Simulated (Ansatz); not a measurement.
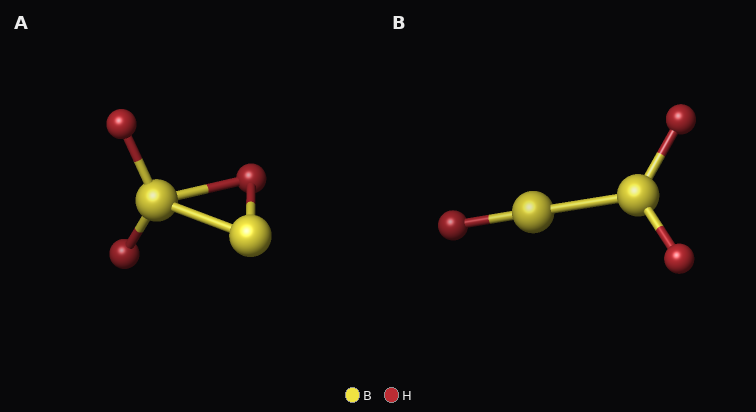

2 stationary structures of one formula. The species is neutral and a spin doublet. Geometries: PBE-D4/def2-SVP. Electronic energies: PBE-D4/def2-SVP (Ansatz 0.2.0), without zero-point energy. No frequency run is at hand to confirm each as a minimum.

Which is lowest in energy, and by how much?

Answer. B is lowest; A lies 25.7 kcal/mol above it (Cs).
